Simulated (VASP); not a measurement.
Energy against volume of CsI (CsCl type). These are PBE GGA, VASP's PBE PAW potentials (set 64) (plane waves; VASP) values and carry that method's errors.

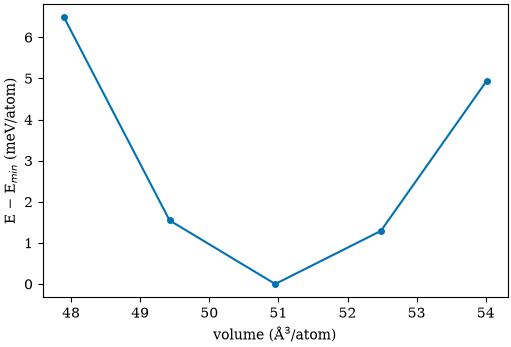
Fig. 1. Energy against volume

**Question.** Estimate the equilibrium volume and the bulk modulus.

**Answer.** The minimum lies near 51.0 Å³/atom, and the curvature gives B0 of about 9.8 GPa.

The compound is CsI in the CsCl type structure. It was relaxed first, which changed the volume by +7 %.
